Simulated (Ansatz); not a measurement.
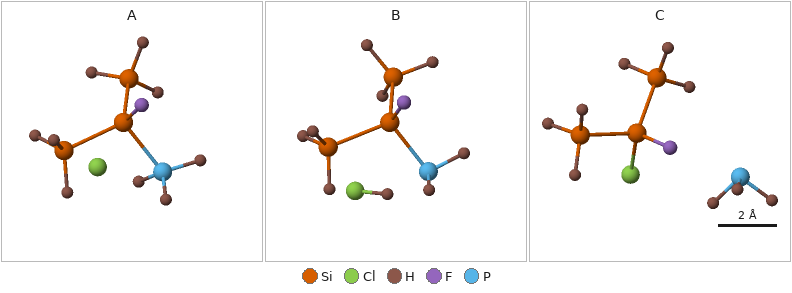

3 geometries from a converged minimum-energy path of Si$_{3}$PH$_{9}$ClF, made up at the start of Si3H6ClF and PH3, shuffled. A ball-and-stick model, seen at a tilt.

These are results of Ansatz, RKS BHLYP-D4/6-31G*, not measurements. Run with 5 movable images; climbing image; force threshold 0.05 eV/Å; iteration limit 60; starting path through a guess of the saddle point.

**Which of them lies highest in energy?**

A. In order along the path, whose images run from 0 to 6: C (image 1, +0.06 eV), A (image 3, +1.56 eV), B (image 6, +0.92 eV). Breaking: H–P (1.41 → 2.55 Å), Cl–Si (2.07 → 4.11 Å). Forming: Cl–H (3.71 → 1.29 Å), P–Si (3.73 → 2.26 Å).

Limits of the set-up: the start holds two separate molecules, 3.1 Å apart at their closest, whose relative position is a soft coordinate.

Cost: 19 min on 4 threads of Arm Neoverse V1, with other jobs on the host, peak memory 0.43 GiB.
